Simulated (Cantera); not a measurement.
Feed: 1 mol TiCl4, 1.3 mol O2, 500 mol H2, at 31.0 Pa.

Cantera equilibrium calculation (NASA polynomials, part measured and part estimated; ideal gas, pure solids and liquids). Candidate condensed phases: H2O, Ti, TiCl2, TiCl3, TiCl4, TiO, TiO2, Ti2O3, Ti3O5, Ti4O7; 23 gas species. Mutual solubility and eutectic melting of coexisting phases are not modelled. Condensed phases not in the tables: Magnéli phases beyond Ti4O7. Kinetics and transport are ignored.

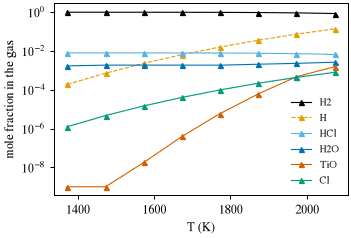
*Equilibrium gas composition (values under 1e-9 drawn at 1e-9)*

Problem. Read off the mole fractions at 1473 K.

Solution. H2 about 0.99, HCl about 0.0080, H2O about 0.0019, H about 0.00071, Cl about 4.7e-6.
